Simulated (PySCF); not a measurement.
# HF (hydrogen fluoride): levels of theory compared

We compute a comparison of 6 runs (PBE/6-31G*, SVWN5/6-31G*, r2SCAN/6-31G*, wB97X-V/6-31G*, MP2/6-31G*, CCSDT(Q)/6-31G*) of HF (hydrogen fluoride). The job is set up through a Python script.

The calculation is run with PySCF 2.14.0.

2 further runs of the same task are left out: 2 set aside as unsound or not needed.

## 1. The molecule

The species is HF (2 atoms), meant as a singlet with charge 0. As SMILES, `F`. Geometry: relaxed at PBE0-D4/def2-TZVP.

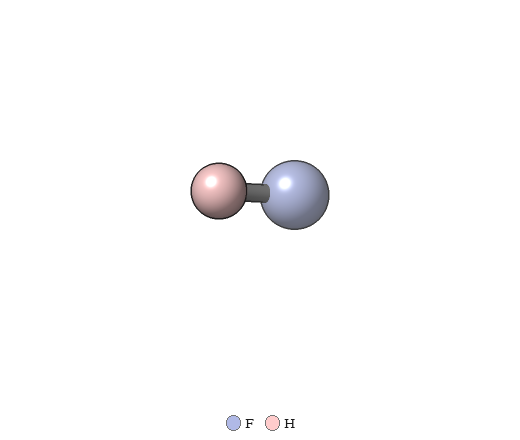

Viewed from a chosen angle; fluorine light blue, hydrogen pink.

## 2. The energy at PBE/6-31G(d) (spherical functions) (run 1)

Contents of job.py:

```python
from pyscf import gto, dft

mol = gto.M(
    atom='F -0.390000 0.144600 -0.196400; H 0.390000 -0.144600 0.196400',
    verbose=3,
    charge=0,
    basis='6-31g*',
    max_memory=1860,
)

myscf = dft.RKS(mol)
myscf.xc = 'pbe'
myscf.conv_tol = 1e-10
myscf.grids.level = 5
myscf.kernel()
if not myscf.converged:
    myscf = myscf.newton().run(myscf.mo_coeff, myscf.mo_occ)

energy = myscf.e_tot
print(f'total energy: {energy:.8f} hartree')
```

Run with:

```sh
$ OMP_NUM_THREADS=1 python job.py
```

Log:

```text
converged SCF energy = -100.31761212861
total energy: -100.31761213 hartree
```

Wall time 1.2 s (1 thread of Arm Neoverse V1, shared host); peak memory 0.16 GiB.

## 3. A single-point energy at SVWN5/6-31G(d) (spherical functions) (run 2)

Contents of job.py:

```python
from pyscf import gto, dft

molecule = gto.M(
    atom='''
F     -0.736993     0.273254    -0.371142
H      0.736993    -0.273254     0.371142
''',
    unit='bohr',
    basis='6-31g*',
    verbose=4,
    spin=0,
    max_memory=1860,
)

mf = dft.RKS(molecule)
mf.xc = 'svwn'
mf.grids.level = 5
mf.conv_tol = 1e-10
mf.kernel()
if not mf.converged:
    mf = mf.newton().run(mf.mo_coeff, mf.mo_occ)

energy = mf.e_tot
print('Final energy', energy)
```

Run with:

```sh
$ OMP_NUM_THREADS=1 python job.py
```

Log:

```text
PySCF version 2.14.0

[INPUT] num. atoms = 2
[INPUT] num. electrons = 10
[INPUT] charge = 0
[INPUT] spin (= nelec alpha-beta = 2S) = 0
[INPUT] symmetry False subgroup None
[INPUT] Mole.unit = bohr
[INPUT] Symbol           X                Y                Z      unit          X                Y                Z       unit  Magmom
[INPUT]  1 F     -0.389999900208   0.144599789593  -0.196399888415 AA   -0.736993000000   0.273254000000  -0.371142000000 Bohr   0.0
[INPUT]  2 H      0.389999900208  -0.144599789593   0.196399888415 AA    0.736993000000  -0.273254000000   0.371142000000 Bohr   0.0

nuclear repulsion = 5.17695454640978
number of shells = 8
number of NR pGTOs = 31
number of NR cGTOs = 16
basis = 6-31g*
ecp = {}

[... 49 lines left out ...]
converged SCF energy = -99.7633917153825
Final energy -99.76339171538247
```

Wall time 1 s (1 thread of Arm Neoverse V1, shared host); peak memory 0.13 GiB.

Runs 3 to 5 aren't shown in full; the table further down has their settings and results.

## 4. A single-point energy at CCSDT(Q)/6-31G(d) (spherical functions) (run 6)

Contents of job.py:

```python
from pyscf import gto, cc

molecule = gto.M(
    atom='''
F     -0.390000     0.144600    -0.196400
H      0.390000    -0.144600     0.196400
''',
    verbose=4,
    max_memory=1860,
    charge=0,
    spin=0,
    basis='6-31g*',
)

myscf = molecule.RHF()
myscf.conv_tol = 1e-10
myscf.kernel()
if not myscf.converged:
    myscf = myscf.newton().run(myscf.mo_coeff, myscf.mo_occ)

mycc = cc.CCSDT(myscf, frozen=1)
mycc.kernel()
e_bracket, e_q = mycc.ccsdt_q()
e_final = mycc.e_tot + e_q
print('Final energy', e_final)
```

Run with:

```sh
$ OMP_NUM_THREADS=1 python job.py
```

Log:

```text
PySCF version 2.14.0

[INPUT] num. atoms = 2
[INPUT] num. electrons = 10
[INPUT] charge = 0
[INPUT] spin (= nelec alpha-beta = 2S) = 0
[INPUT] symmetry False subgroup None
[INPUT] Mole.unit = angstrom
[INPUT] Symbol           X                Y                Z      unit          X                Y                Z       unit  Magmom
[INPUT]  1 F     -0.390000000000   0.144600000000  -0.196400000000 AA   -0.736993188580   0.273254397612  -0.371142210865 Bohr   0.0
[INPUT]  2 H      0.390000000000  -0.144600000000   0.196400000000 AA    0.736993188580  -0.273254397612   0.371142210865 Bohr   0.0

nuclear repulsion = 5.17695231349631
number of shells = 8
number of NR pGTOs = 31
number of NR cGTOs = 16
basis = 6-31g*
ecp = {}

[... 35 lines left out ...]
converged SCF energy = -100.000700889979
[... 16 lines left out ...]
WARN: A large `blksize` is being used, which may cause large memory consumption
[... 3 lines left out ...]
WARN: A large `blksize_oovv` is being used, which may cause large memory consumption
[... 3 lines left out ...]
WARN: A large `blksize_oooo` is being used, which may cause large memory consumption
[... 10 lines left out ...]
Init t2, MP2 energy = -100.179172238446  E_corr(MP2) -0.178471348467
[... 11 lines left out ...]
RCCSDT converged
[... 5 lines left out ...]
Final energy -100.18567851998665
```

Wall time 1.4 s (1 thread of Arm Neoverse V1, shared host); peak memory 0.12 GiB.

## 5. Overview of the runs

| run | level | nlc grid | integration grid | energy (Eh) | dipole moment (D) of the reference | HOMO energy (eV) | LUMO energy (eV) | wall time |
| --- | --- | --- | --- | --- | --- | --- | --- | --- |
| 1 | PBE/6-31G* (spherical functions) | – | 5 | -100.317612 | 1.80 | -8.17 | 1.32 | 1.2 s |
| 2 | SVWN5/6-31G* (spherical functions) | – | 5 | -99.763392 | 1.87 | -8.28 | 1.31 | 1 s |
| 3 | r2SCAN/6-31G* (spherical functions) | – | 5 | -100.374737 | 1.88 | -8.92 | 2.47 | 1.5 s |
| 4 | wB97X-V/6-31G* (spherical functions) | 1 | 5 | -100.381867 | 1.85 | -13.28 | 4.77 | 3.3 s |
| 5 | MP2/6-31G* (spherical functions) | – | – | -100.179172 | 1.99 | -17.09 | 5.97 | 0.77 s |
| 6 | CCSDT(Q)/6-31G* (spherical functions) | – | – | -100.185679 | 1.99 | -17.09 | 5.97 | 1.4 s |

## 6. Results

| quantity | value |
| --- | --- |
| run 6: total energy | -100.18568 Eh |
| run 6: dipole moment (Hartree–Fock density) | 1.99 D |
| run 6: HOMO energy (Hartree–Fock orbitals) | -17.09 eV |
| run 6: LUMO energy (Hartree–Fock orbitals) | 5.97 eV |
| run 6: HOMO–LUMO gap (Hartree–Fock orbitals) | 23.07 eV |
| run 6: correlation energy (1 core orbital frozen) | -185.0 mEh |
| run 6: T1 diagnostic | 0.005 |

**Reading.** Over runs 1, 2, 3, 4 the dipole moment (its size) runs from 1.80 D (PBE/6-31G*) to 1.88 D (r2SCAN/6-31G*). Over runs 1, 2, 3, 4 the HOMO–LUMO gap runs from 9.49 eV (PBE/6-31G*) to 18.05 eV (wB97X-V/6-31G*). Totals of different functionals can't be ranked against each other. All runs together took 9.1 s, the longest 3.3 s.
